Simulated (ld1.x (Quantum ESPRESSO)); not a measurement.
## Pseudopotential generation for I

System: iodine (I, Z = 53), core [Ar] 3d10, reference valence 4s2 4p6 4d10 5s2 5p4 (an ion of charge +1), valence charge 25.
Method: ultrasoft potential, PBEsol, scalar-relativistic, made with ld1.x (Quantum ESPRESSO) 7.5.

Input file:
```
 &input
   title='I', zed=53., rel=1, dft='PBESOL', iswitch=3,
   config='[Kr] 4d10 5s2 5p4',
   nld=3, rlderiv=1.65, eminld=-16.0, emaxld=5.0, deld=0.04
 /
 &inputp
   pseudotype=3, tm=.true., lloc=-1, rcloc=1.50,
   nlcc=.false.,
   which_augfun='PSQ', rmatch_augfun=0.90,
   file_pseudopw='I.UPF', file_wfcaegen='ae.wfc', file_wfcncgen='nc.wfc', file_beta='beta', file_chi='chi', file_wfcusgen='us.wfc'
 /
6
4S  1  0   2.00   0.00  0.95  1.22  0.0
5S  2  0   2.00   0.00  0.95  1.22  0.0
4P  2  1   6.00   0.00  1.10  1.50  0.0
5P  3  1   4.00   0.00  1.10  1.50  0.0
4D  3  2  10.00   0.00  0.80  1.00  0.0
4D  3  2   0.00   0.30  0.80  1.00  0.0
 &test
   configts(1)='4s2 4p6 4d10 5s2 5p4'
 /
```

Input of the test run:
```
 &input
   title='I', zed=53., rel=1, dft='PBESOL', iswitch=2,
   config='[Kr] 4d10 5s2 5p4'
 /
 &test
   file_pseudo='I.UPF', nconf=8,
   configts(1)='4s2 4p6 4d10 5s2 5p4',
   configts(2)='4s2 4p6 4d10 5s2 5p5',
   configts(3)='4s2 4p6 4d10 5s2 5p3',
   configts(4)='4s2 4p6 4d10 5s2 5p2',
   configts(5)='4s2 4p6 4d9 5s2 5p6',
   configts(6)='4s2 4p6 4d10 5s2 5p1',
   configts(7)='4s2 4p6 4d10 5s1 5p5',
   configts(8)='4s2 4p6 4d10 5s2 5p5.3'
 /
```

Command:
```bash
ld1.x < I.in > I.out
```

Output:
```
     Program LD1 v.7.5
     --------------------------- All-electron run ----------------------------

     I
     scalar relativistic calculation

     atomic number is 53.00
     dft =PBESOL   lsd =0 sic =0 latt =0  beta=0.20 tr2=1.0E-14
     Exchange-correlation= PBESOL
                           (   1   4  10   8   0   0   0)
     mesh =1247 r(mesh) =  99.95380 a.u. xmin = -7.00 dx = 0.01250
     1 Ry =  13.60569312 eV, c = 137.03599908

     n l     nl                  e(Ry)          e(Ha)          e(eV)
     1 0     1S 1( 2.00)     -2423.8650     -1211.9325    -32978.3630
     2 0     2S 1( 2.00)      -375.1127      -187.5563     -5103.6677
     2 1     2P 1( 6.00)      -336.8007      -168.4003     -4582.4069
     3 0     3S 1( 2.00)       -76.2556       -38.1278     -1037.5098
     3 1     3P 1( 6.00)       -63.8424       -31.9212      -868.6207
     4 0     4S 1( 2.00)       -13.9580        -6.9790      -189.9086
     4 1     4P 1( 6.00)       -10.0657        -5.0329      -136.9508
     3 2     3D 1(10.00)       -45.2408       -22.6204      -615.5323
     4 2     4D 1(10.00)        -4.3918        -2.1959       -59.7540
     5 0     5S 1( 2.00)        -1.9335        -0.9668       -26.3071
     5 1     5P 1( 4.00)        -1.1302        -0.5651       -15.3769

     final scf error:  2.3E-15 reached in  21 iterations

     Etot =  -14226.036179 Ry,   -7113.018090 Ha, -193555.082610 eV

     Ekin =   14931.763636 Ry,    7465.881818 Ha,  203156.993817 eV
     Encl =  -34393.023811 Ry,  -17196.511906 Ha, -467940.927547 eV
     Eh   =    5590.667606 Ry,    2795.333803 Ha,   76064.907799 eV
     Exc  =    -355.443610 Ry,    -177.721805 Ha,   -4836.056679 eV

     normalization and overlap integrals

     s(1S/1S) =  1.000000  <r> =   0.0272  <r2> =    0.0010  r(max) =   0.0175
     s(2S/2S) =  1.000000  <r> =   0.1172  <r2> =    0.0162  r(max) =   0.0995
     s(2P/2P) =  1.000000  <r> =   0.1025  <r2> =    0.0128  r(max) =   0.0794
     s(3S/3S) =  1.000000  <r> =   0.3143  <r2> =    0.1129  r(max) =   0.2843
     s(3P/3P) =  1.000000  <r> =   0.3123  <r2> =    0.1131  r(max) =   0.2807
     s(4S/4S) =  1.000000  <r> =   0.7400  <r2> =    0.6187  r(max) =   0.6820
     s(4P/4P) =  1.000000  <r> =   0.7921  <r2> =    0.7150  r(max) =   0.7169
     s(3D/3D) =  1.000000  <r> =   0.2887  <r2> =    0.0986  r(max) =   0.2327
     s(4D/4D) =  1.000000  <r> =   0.9207  <r2> =    0.9928  r(max) =   0.7825
     s(5S/5S) =  1.000000  <r> =   1.9195  <r2> =    4.1572  r(max) =   1.6984
     s(5P/5P) =  1.000000  <r> =   2.3183  <r2> =    6.1212  r(max) =   1.9733

     ------------------------ End of All-electron run ------------------------

     --------------------- Generating US pseudopotential ---------------------

      Generating local potential from pseudized AE potential:
      Matching radius rcloc =   1.5000

      Local pseudo, rcloc= 1.499 Estimated cut-off energy=    10.84 Ry
      Wfc-us  4S rcutus= 1.227  Estimated cut-off energy=    37.18 Ry
      Wfc-us  5S rcutus= 1.227  Estimated cut-off energy=    75.51 Ry
      Wfc-us  4P rcutus= 1.499  Estimated cut-off energy=    39.62 Ry
      Wfc-us  5P rcutus= 1.499  Estimated cut-off energy=    30.37 Ry
      Wfc-us  4D rcutus= 1.005  Estimated cut-off energy=   114.11 Ry
      Wfc-us  4D rcutus= 1.005  Estimated cut-off energy=   133.96 Ry

     Q pseudized with Bessel functions
     Expected ecutrho=     513.4669 due to l1=  2   l2=  2

     ------------------- End of pseudopotential generation -------------------

     --------------------------- All-electron run ----------------------------

     I
     scalar relativistic calculation

     atomic number is 53.00
     dft =PBESOL   lsd =0 sic =0 latt =0  beta=0.20 tr2=1.0E-14
     Exchange-correlation= PBESOL
                           (   1   4  10   8   0   0   0)
     mesh =1247 r(mesh) =  99.95380 a.u. xmin = -7.00 dx = 0.01250
     1 Ry =  13.60569312 eV, c = 137.03599908

     n l     nl                  e(Ry)          e(Ha)          e(eV)
     1 0     1S 1( 2.00)     -2423.8650     -1211.9325    -32978.3630
     2 0     2S 1( 2.00)      -375.1127      -187.5563     -5103.6677
     2 1     2P 1( 6.00)      -336.8007      -168.4003     -4582.4069
     3 0     3S 1( 2.00)       -76.2556       -38.1278     -1037.5098
     3 1     3P 1( 6.00)       -63.8424       -31.9212      -868.6207
     4 0     4S 1( 2.00)       -13.9580        -6.9790      -189.9086
     4 1     4P 1( 6.00)       -10.0657        -5.0329      -136.9508
     3 2     3D 1(10.00)       -45.2408       -22.6204      -615.5323
     4 2     4D 1(10.00)        -4.3918        -2.1959       -59.7540
     5 0     5S 1( 2.00)        -1.9335        -0.9668       -26.3071
     5 1     5P 1( 4.00)        -1.1302        -0.5651       -15.3769

     final scf error:  2.3E-15 reached in  21 iterations

     Etot =  -14226.036179 Ry,   -7113.018090 Ha, -193555.082610 eV

     Ekin =   14931.763636 Ry,    7465.881818 Ha,  203156.993817 eV
     Encl =  -34393.023811 Ry,  -17196.511906 Ha, -467940.927547 eV
     Eh   =    5590.667606 Ry,    2795.333803 Ha,   76064.907799 eV
     Exc  =    -355.443610 Ry,    -177.721805 Ha,   -4836.056679 eV

     normalization and overlap integrals

     s(1S/1S) =  1.000000  <r> =   0.0272  <r2> =    0.0010  r(max) =   0.0175
     s(2S/2S) =  1.000000  <r> =   0.1172  <r2> =    0.0162  r(max) =   0.0995
     s(2P/2P) =  1.000000  <r> =   0.1025  <r2> =    0.0128  r(max) =   0.0794
     s(3S/3S) =  1.000000  <r> =   0.3143  <r2> =    0.1129  r(max) =   0.2843
     s(3P/3P) =  1.000000  <r> =   0.3123  <r2> =    0.1131  r(max) =   0.2807
     s(4S/4S) =  1.000000  <r> =   0.7400  <r2> =    0.6187  r(max) =   0.6820
     s(4P/4P) =  1.000000  <r> =   0.7921  <r2> =    0.7150  r(max) =   0.7169
     s(3D/3D) =  1.000000  <r> =   0.2887  <r2> =    0.0986  r(max) =   0.2327
     s(4D/4D) =  1.000000  <r> =   0.9207  <r2> =    0.9928  r(max) =   0.7825
     s(5S/5S) =  1.000000  <r> =   1.9195  <r2> =    4.1572  r(max) =   1.6984
     s(5P/5P) =  1.000000  <r> =   2.3183  <r2> =    6.1212  r(max) =   1.9733

     ------------------------ End of All-electron run ------------------------

     Computing logarithmic derivative in   1.64621
     Message from routine run_pseudo:
     Warning: convergence not achieved
     Computing logarithmic derivative in   1.64621
     Computing the partial wave expansion
     R is outside the sphere for l=    0 j= 0.00
     R is outside the sphere for l=    0 j= 0.00
     R is outside the sphere for l=    1 j= 0.00
     R is outside the sphere for l=    1 j= 0.00
     R is outside the sphere for l=    2 j= 0.00
     R is outside the sphere for l=    2 j= 0.00

     ---------------------- Testing the pseudopotential ----------------------

     I
     scalar relativistic calculation

     atomic number is 53.00   valence charge is 25.00
     dft =PBESOL   lsd =0 sic =0 latt =0  beta=0.20 tr2=1.0E-14
     mesh =1247 r(mesh) =  99.95380 xmin = -7.00 dx = 0.01250

     n l     nl             e AE (Ry)        e PS (Ry)    De AE-PS (Ry)
     1 0     4S   1( 2.00)      -13.95803      -13.95759       -0.00044
     2 1     4P   1( 6.00)      -10.06570      -10.06530       -0.00040
     3 2     4D   1(10.00)       -4.39184       -4.39149       -0.00035
     2 0     5S   1( 2.00)       -1.93353       -1.93347       -0.00006
     3 1     5P   1( 4.00)       -1.13018       -1.13012       -0.00006

     eps = 1.2E-11  iter =201

     Etot =  -14226.036179 Ry,   -7113.018090 Ha, -193555.082610 eV
     Etotps =  -593.155790 Ry,    -296.577895 Ha,   -8070.295654 eV

     Ekin =     199.444178 Ry,      99.722089 Ha,    2713.576282 eV
     Encl =   -1149.308006 Ry,    -574.654003 Ha,  -15637.132036 eV
     Ehrt =     465.792062 Ry,     232.896031 Ha,    6337.423852 eV
     Ecxc =     -42.471634 Ry,     -21.235817 Ha,    -577.856025 eV
     Epseu=     -66.612389 Ry,     -33.306195 Ha,    -906.307728 eV

     ---------------------- End of pseudopotential test ----------------------
```

Output of the test run (extracts):
```
     ---------------------- Testing the pseudopotential ----------------------

     I
     scalar relativistic calculation

     atomic number is 53.00   valence charge is 25.00
     dft =PBESOL   lsd =0 sic =0 latt =0  beta=0.20 tr2=1.0E-14
     mesh =1247 r(mesh) =  99.95380 xmin = -7.00 dx = 0.01250

     n l     nl             e AE (Ry)        e PS (Ry)    De AE-PS (Ry)
     1 0     4S   1( 2.00)      -13.95803      -13.95759       -0.00044
     2 1     4P   1( 6.00)      -10.06570      -10.06530       -0.00040
     3 2     4D   1(10.00)       -4.39184       -4.39149       -0.00035
     2 0     5S   1( 2.00)       -1.93353       -1.93347       -0.00006
     3 1     5P   1( 4.00)       -1.13018       -1.13012       -0.00006

     eps = 6.0E-12  iter =201

     Etot =  -14226.036179 Ry,   -7113.018090 Ha, -193555.082609 eV
     Etotps =  -593.155790 Ry,    -296.577895 Ha,   -8070.295654 eV

     Ekin =     199.444178 Ry,      99.722089 Ha,    2713.576282 eV
     Encl =   -1149.308006 Ry,    -574.654003 Ha,  -15637.132036 eV
     Ehrt =     465.792062 Ry,     232.896031 Ha,    6337.423852 eV
     Ecxc =     -42.471634 Ry,     -21.235817 Ha,    -577.856025 eV
     Epseu=     -66.612389 Ry,     -33.306195 Ha,    -906.307728 eV

     ---------------------- End of pseudopotential test ----------------------

     ---------------------- Testing the pseudopotential ----------------------

     I
     scalar relativistic calculation

     atomic number is 53.00   valence charge is 25.00
     dft =PBESOL   lsd =0 sic =0 latt =0  beta=0.20 tr2=1.0E-14
     mesh =1247 r(mesh) =  99.95380 xmin = -7.00 dx = 0.01250

     n l     nl             e AE (Ry)        e PS (Ry)    De AE-PS (Ry)
     1 0     4S   1( 2.00)      -13.25402      -13.25274       -0.00128
     2 1     4P   1( 6.00)       -9.36215       -9.36230        0.00016
     3 2     4D   1(10.00)       -3.69035       -3.69040        0.00005
     2 0     5S   1( 2.00)       -1.28241       -1.28324        0.00083
     3 1     5P   1( 5.00)       -0.52165       -0.52116       -0.00049

     eps = 7.2E-13  iter =201

     Etot =  -14226.855743 Ry,   -7113.427871 Ha, -193566.233339 eV
     Etotps =  -593.975232 Ry,    -296.987616 Ha,   -8081.444729 eV
     dEtot_ae =      -0.819563 Ry
     dEtot_ps =      -0.819442 Ry,   Delta E=      -0.000122 Ry

     Ekin =     198.970238 Ry,      99.485119 Ha,    2707.128000 eV
     Encl =   -1166.995117 Ry,    -583.497559 Ha,  -15877.777442 eV
     Ehrt =     482.642131 Ry,     241.321066 Ha,    6566.680729 eV
     Ecxc =     -43.031101 Ry,     -21.515550 Ha,    -585.467953 eV
     Epseu=     -65.561383 Ry,     -32.780692 Ha,    -892.008063 eV

     ---------------------- End of pseudopotential test ----------------------

     ---------------------- Testing the pseudopotential ----------------------

     I
     scalar relativistic calculation

     atomic number is 53.00   valence charge is 25.00
     dft =PBESOL   lsd =0 sic =0 latt =0  beta=0.20 tr2=1.0E-14
     mesh =1247 r(mesh) =  99.95380 xmin = -7.00 dx = 0.01250

     n l     nl             e AE (Ry)        e PS (Ry)    De AE-PS (Ry)
     1 0     4S   1( 2.00)      -14.75522      -14.76269        0.00747  !
     2 1     4P   1( 6.00)      -10.86195      -10.86688        0.00494
     3 2     4D   1(10.00)       -5.18416       -5.18612        0.00196
     2 0     5S   1( 2.00)       -2.65186       -2.65301        0.00115
     3 1     5P   1( 3.00)       -1.80279       -1.80293        0.00013

     eps = 1.9E-13  iter =201

     Etot =  -14224.574753 Ry,   -7112.287377 Ha, -193535.198896 eV
     Etotps =  -591.693675 Ry,    -295.846838 Ha,   -8050.402571 eV
     dEtot_ae =       1.461426 Ry
     dEtot_ps =       1.462115 Ry,   Delta E=      -0.000689 Ry

     Ekin =     200.030021 Ry,     100.015010 Ha,    2721.547079 eV
     Encl =   -1129.089994 Ry,    -564.544997 Ha,  -15362.051960 eV
     Ehrt =     447.438839 Ry,     223.719420 Ha,    6087.715539 eV
     Ecxc =     -41.857405 Ry,     -20.928703 Ha,    -569.499007 eV
     Epseu=     -68.215137 Ry,     -34.107569 Ha,    -928.114221 eV

     ---------------------- End of pseudopotential test ----------------------
```

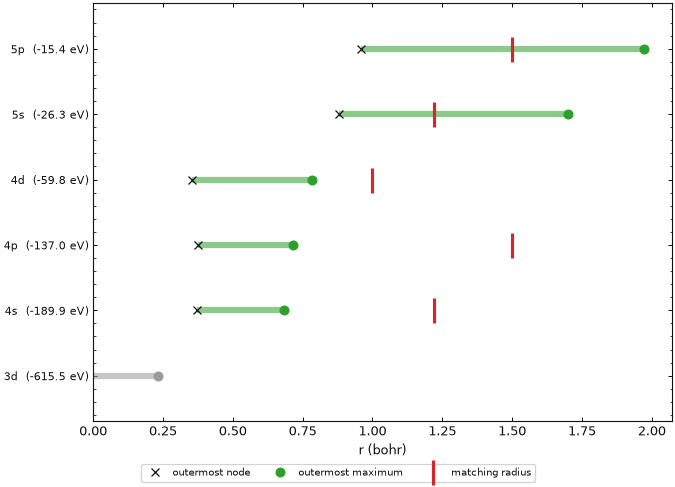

Figure 1. Outer shells of the all-electron reference atom: each bar runs from the outermost node (or the nucleus) to the outermost maximum of u(r); the tick is the radius chosen for the pseudo-wave. Shells without a tick have no pseudo-wave of their own. Levels, nodes and maxima are from ld1.x, scalar-relativistic.

- Radii against the shells: 4s: 1.22 bohr, outside the maximum; 4p: 1.50 bohr, outside the maximum; 4d: 1.00 bohr, outside the maximum; 5s: 1.22 bohr, between node and maximum; 5p: 1.50 bohr, between node and maximum. The s channel couldn't be tested for ghost states or cutoffs, since the overlap operator isn't positive definite there.

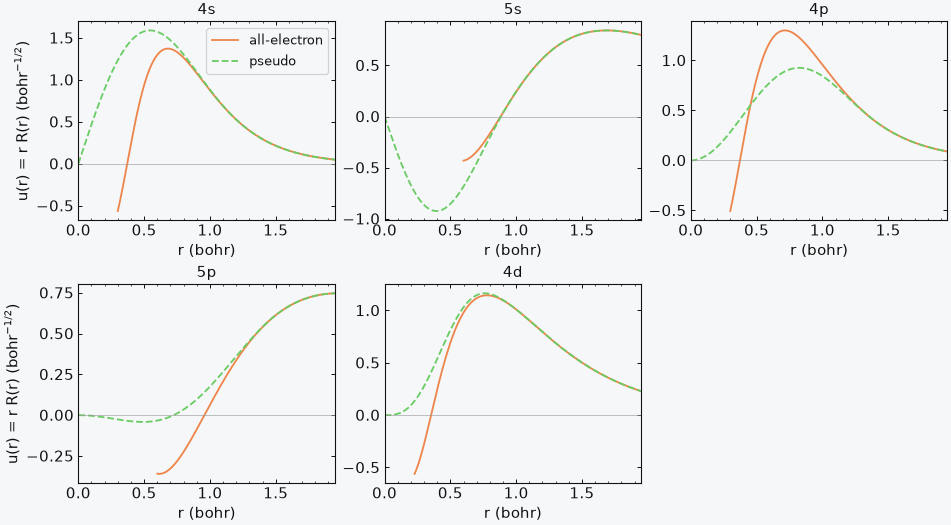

Figure 2. Pseudo-waves (dashed) against the all-electron radial functions (solid). The innermost oscillations of some all-electron curves aren't drawn. Reference configuration 4s2 4p6 4d10 5s2 5p4.

- Matching radii: 4s at 1.22 bohr; 5s at 1.22 bohr; 4p at 1.50 bohr; 5p at 1.50 bohr; 4d at 1.00 bohr. The curves merge smoothly, so the plot gives these only roughly.
- Nodes of the pseudo-waves: 4s has no node; 5s has a node at about 0.9 bohr; 4p has no node; 5p has a node at about 0.7 bohr; 4d has no node. A node in 5s and 5p is allowed, since a lower shell of the same l is also in the valence. The potential isn't sound: its overlap operator has a negative eigenvalue, -0.012.

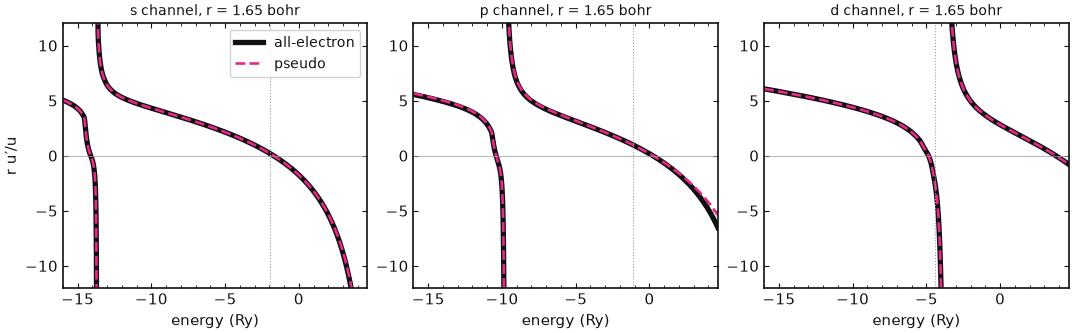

Figure 3. Logarithmic derivatives r u′/u at the test radius against energy, all-electron atom (solid) and pseudo-atom (dashed). Here u = r R(r). The dotted line marks the reference energy of the channel.

- Poles, where the radial function vanishes at the test radius: s: all-electron at -13.8 Ry, pseudo at -13.8 Ry; p: all-electron at -9.8 Ry, pseudo at -9.8 Ry; d: all-electron at -3.7 Ry, pseudo at -3.7 Ry.
- Zeros of the logarithmic derivative: s: all-electron -14.1 and -1.7 Ry, pseudo -14.1 and -1.7 Ry; p: all-electron -10.4 and 0.2 Ry, pseudo -10.4 and 0.2 Ry; d: all-electron -4.9 and 3.8 Ry, pseudo -4.9 and 3.8 Ry.

Key numbers:

- outcome: generated, but the overlap operator is not positive, so unusable
- configuration tests: test run stopped at test 3 of 7 (negative rho)
- lowest eigenvalue of the overlap operator S in a Bessel basis (separate test): -0.012 (s channel); it is negative, so in a basis up to 400 Ry S is not positive definite
- density cutoff estimated by the generator: 513 Ry
- largest excitation error among the tests solved: -9.4 meV (all-electron minus pseudo) for 4s2 4p6 4d10 5s2 5p3
- range over which the phases arctan(r u′/u) at the test radius agree within 0.05 rad (a looser test near the poles than one of phase shifts): s: over the whole range computed; p: over the whole range computed; d: over the whole range computed
- hardware: 1 CPU thread, shared host
- wall time: 2.4 s

Notes:

The s channel couldn't be tested for ghost states or cutoffs, since the overlap operator isn't positive definite there. Warnings of the program, in the generation or the tests: convergence not achieved.
